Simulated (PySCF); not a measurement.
**Run report: CH2F2, geometry relaxation**

System: CH2F2, SMILES FCF.
Method: PBE0-D3(BJ)/def2-SVP geometry optimisation, gas phase (PySCF 2.14.0).

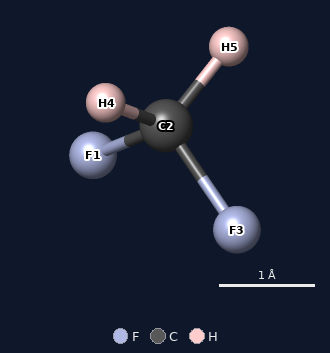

Fig. 1: The structure as given in the input (ball-and-stick view, seen at a tilt; atoms are numbered from 1 in the order of the input).

### Results in brief

```csv
quantity,value
outcome,converged
total energy,−238.562921 hartree
dipole moment,1.80 D
point group,C2v
hardware,"1 CPU thread, shared host"
wall time,3.5 s
peak memory,0.27 GiB
```

### The input
```
{"job": {"xc": "PBE0", "basis": "def2-SVP", "d3": "d3bj", "grid": 1, "kind": "geom"}, "charge": 0, "multiplicity": 1}
F     -1.066473    -0.758159    -0.069000
C     -0.002292     0.075576     0.008317
F      1.110385    -0.689792    -0.090343
H     -0.008927     0.587835     0.972518
H     -0.032694     0.784541    -0.821491
```

The first line tells a small driver script what to run in PySCF; the rest is the geometry in Å.

Launch command:
```bash
OMP_NUM_THREADS=1 python <driver script> task.json out
```

### The program's output
```
step   0  E = -238.56232456  max force = 0.023579
step   1  E = -238.55708171  max force = 0.062886
step   2  E = -238.56079460  max force = 0.042008
step   3  E = -238.56282579  max force = 0.005586
step   4  E = -238.56291465  max force = 0.001346
step   5  E = -238.56292132  max force = 0.000327
optimisation converged
```

### Trajectory as extended XYZ (Å, eV, eV/Å), 6 frames, from step=0 to step=5
```
5
Properties=species:S:1:pos:R:3:forces:R:3 step=0 energy=-6491.61150
F    -1.0665   -0.7582   -0.0690    0.1093   0.4396   0.0472
C    -0.0023    0.0756    0.0083    0.0376  -1.2125  -0.1307
F     1.1104   -0.6898   -0.0903   -0.1381   0.4375   0.0481
H    -0.0089    0.5878    0.9725    0.0005   0.1264   0.3915
H    -0.0327    0.7845   -0.8215   -0.0093   0.2089  -0.3561
5
Properties=species:S:1:pos:R:3:forces:R:3 step=1 energy=-6491.46884
F     1.2324    0.4925    0.0399    1.0553   0.0430  -0.0118
C     0.0611   -0.0787   -0.0093   -3.2337   0.3527   0.0766
F    -0.9181    0.8887    0.1064    0.4946   0.0616   0.0056
H    -0.1777   -0.7492    0.8362    0.8409  -0.2365   0.0304
H    -0.1979   -0.5534   -0.9731    0.8429  -0.2208  -0.1007
5
Properties=species:S:1:pos:R:3:forces:R:3 step=2 energy=-6491.56987
F     1.2293    0.4768    0.0380    0.6197   0.1053  -0.0013
C     0.0315   -0.0681   -0.0078   -2.1601   0.3042   0.0601
F    -0.9279    0.9131    0.1094    0.6596  -0.3147  -0.0387
H    -0.1565   -0.7587    0.8339    0.4406  -0.0529   0.0318
H    -0.1766   -0.5631   -0.9735    0.4402  -0.0419  -0.0519
5
Properties=species:S:1:pos:R:3:forces:R:3 step=3 energy=-6491.62514
F     1.2142    0.4679    0.0375    0.2487   0.0163  -0.0035
C    -0.0119   -0.0672   -0.0070   -0.2443   0.2873   0.0277
F    -0.9200    0.9265    0.1098    0.0637  -0.2169  -0.0187
H    -0.1313   -0.7624    0.8423   -0.0350  -0.0384  -0.0277
H    -0.1511   -0.5648   -0.9825   -0.0331  -0.0483   0.0223
5
Properties=species:S:1:pos:R:3:forces:R:3 step=4 energy=-6491.62756
F     1.2235    0.4658    0.0373   -0.0533   0.0162  -0.0041
C    -0.0132   -0.0607   -0.0065   -0.0044   0.0149   0.0089
F    -0.9254    0.9214    0.1096    0.0692  -0.0166  -0.0040
H    -0.1328   -0.7613    0.8384   -0.0057  -0.0087   0.0036
H    -0.1522   -0.5652   -0.9787   -0.0058  -0.0058  -0.0044
5
Properties=species:S:1:pos:R:3:forces:R:3 step=5 energy=-6491.62774
F     1.2217    0.4678    0.0374   -0.0129  -0.0078  -0.0044
C    -0.0134   -0.0613   -0.0065    0.0083   0.0168   0.0032
F    -0.9226    0.9221    0.1095    0.0094  -0.0052   0.0003
H    -0.1332   -0.7625    0.8382   -0.0020  -0.0012   0.0023
H    -0.1526   -0.5661   -0.9787   -0.0028  -0.0025  -0.0014
```

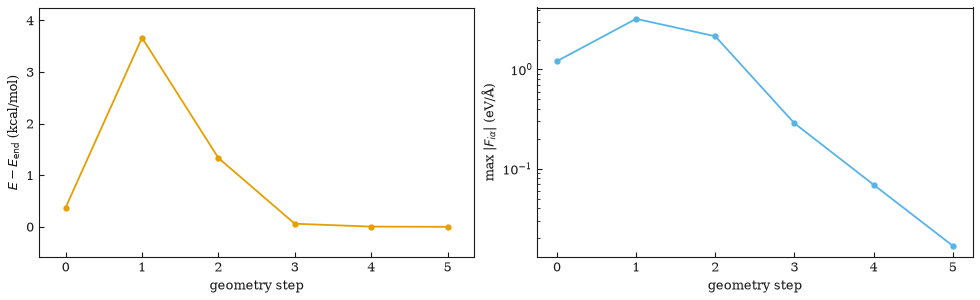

Fig. 2: Progress of the relaxation, step by step (steps are counted from 0).

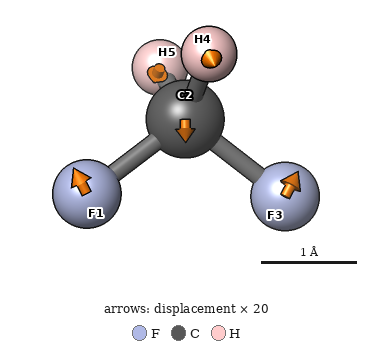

Fig. 3: The starting structure with the displacements as orange arrows, magnified 20 times (ball-and-stick view, seen at a tilt). The two geometries are laid on each other by the best rigid fit. After 5 geometry steps the energy has fallen by 0.37 kcal/mol. Largest force component: 1.2 eV/Å at the start, 0.017 eV/Å at the end. The largest moves after the best rigid fit, 0.016 Å, are those of F1 and F3. Largest moves by element: F 0.016 Å, H 0.014 Å, C 0.013 Å. Distances before and after: C2–H4 1.092 → 1.104 Å, C2–F3 1.354 → 1.344 Å. Among the angles that change: F1–C2–F3 107.1° → 109.3°. (Atoms are counted from 1 in the order of the input.)
